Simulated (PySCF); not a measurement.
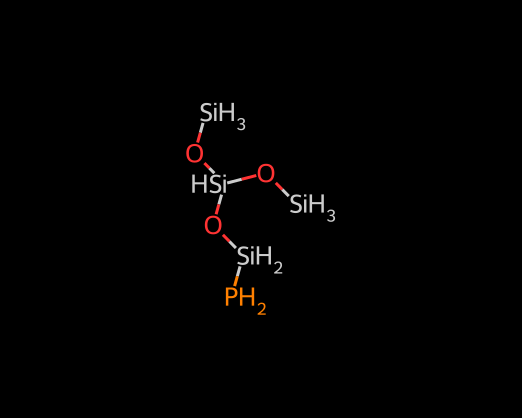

Skeletal drawing of a molecule.

Write the SMILES.

Answer. [SiH3]O[SiH](O[SiH3])O[SiH2]P

Give the formula, hydrogens included.

Answer. H11O3PSi4.

An optimisation with PBE0-D3(BJ)/def2-SVP gave a structure of which point group?

Answer. C1. Other conformers may differ.

More results for the same structure follow; atom numbers are the same in all pictures, views and colours differ. The computed structure is the end point of a PBE0-D3(BJ)/def2-SVP optimisation. No frequency run is at hand to confirm it as a minimum.

**Dipole moment**

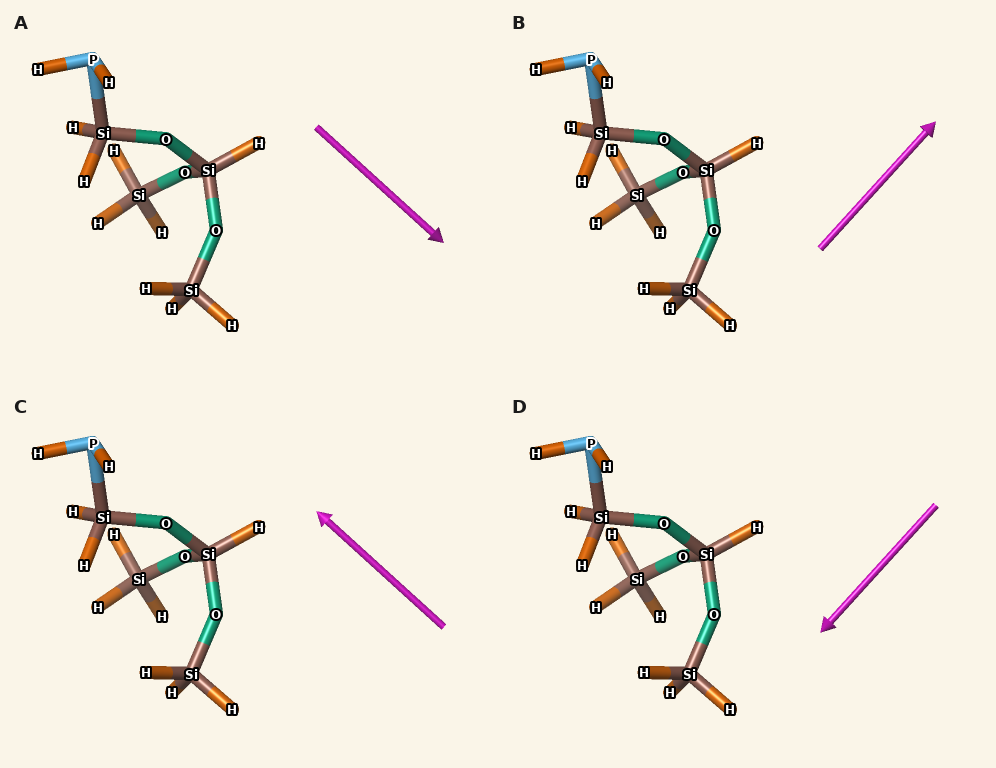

The same molecule four times, each with an arrow. No frequency run is at hand to confirm it as a minimum. Method: PBE0/pcSseg-1, gas phase (PySCF 2.14.0).

Which arrow points along the dipole moment, from the negative to the positive end?

Answer. D. The dipole moment is 1.96 D.

**NMR shielding**

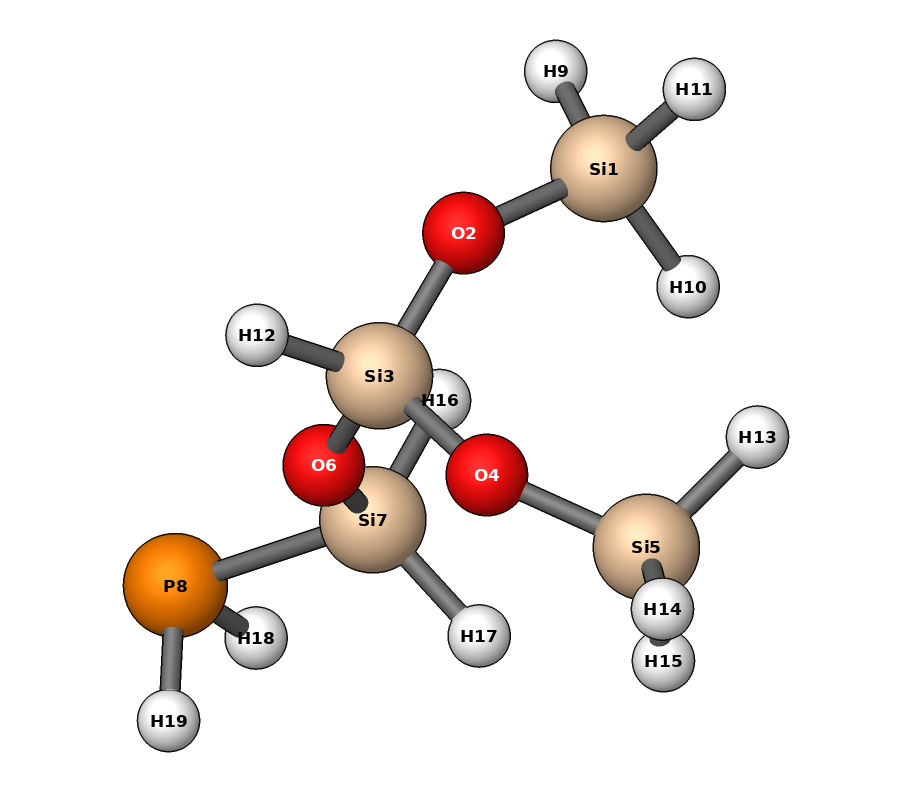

No frequency run is at hand to confirm it as a minimum. Level of theory: GIAO HF/pcSseg-1 NMR shielding, non-relativistic, gas phase (PySCF 2.14.0). Principal shieldings σ11 ≤ σ22 ≤ σ33, span Ω = σ33 − σ11, skew κ = 3(σiso − σ22)/Ω.

Give the shielding tensors of the P atoms.

| atom | σ11 | σ22 | σ33 | σiso | Ω | κ |
| --- | --- | --- | --- | --- | --- | --- |
| P8 | 553.7 | 592.9 | 676.2 | 607.6 | 122.6 | 0.36 |

Shieldings and span in ppm.

**Charges**

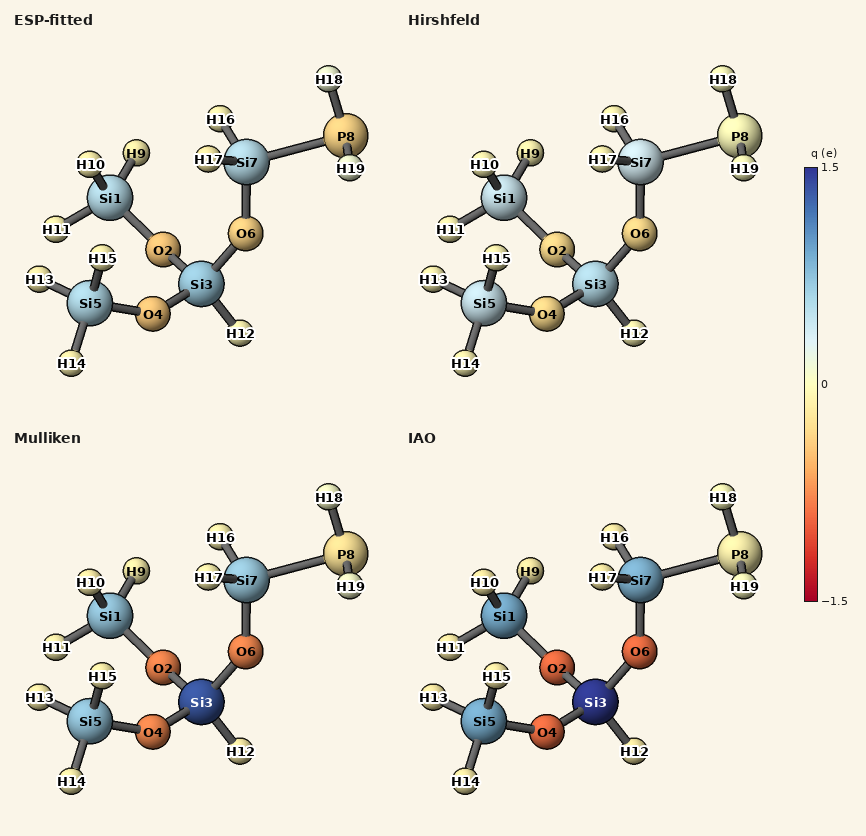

Atomic charges of one calculation by 4 schemes, on one colour scale. No frequency run is at hand to confirm it as a minimum. Method: PBE0/pcSseg-1 (PySCF 2.14.0).

On which atom do the schemes disagree most?

Answer. On Si3 (from 0.52 to 1.45 e).

List the charges (e), one line for each set of equivalent atoms.

```csv
atom,ESP-fitted,Hirshfeld,Mulliken,IAO
Si1,0.51,0.39,0.69,0.85
O2,−0.41,−0.31,−0.77,−0.87
Si3,0.65,0.52,1.32,1.45
O4,−0.42,−0.31,−0.76,−0.87
Si5,0.54,0.39,0.69,0.85
O6,−0.35,−0.31,−0.76,−0.87
Si7,0.51,0.35,0.66,0.82
P8,−0.34,−0.01,−0.24,−0.10
H9,−0.10,−0.07,−0.10,−0.13
H10,−0.11,−0.08,−0.12,−0.15
H11,−0.09,−0.08,−0.10,−0.13
H12,−0.08,−0.06,−0.13,−0.15
H13,−0.11,−0.08,−0.11,−0.14
H14,−0.10,−0.07,−0.10,−0.13
H15,−0.10,−0.08,−0.11,−0.14
H16,−0.08,−0.08,−0.09,−0.14
H17,−0.13,−0.08,−0.09,−0.14
H18,0.11,−0.01,0.05,0.00
H19,0.12,0.00,0.06,0.00
```

Mulliken values depend strongly on the basis set and can even reverse the polarity of a bond.
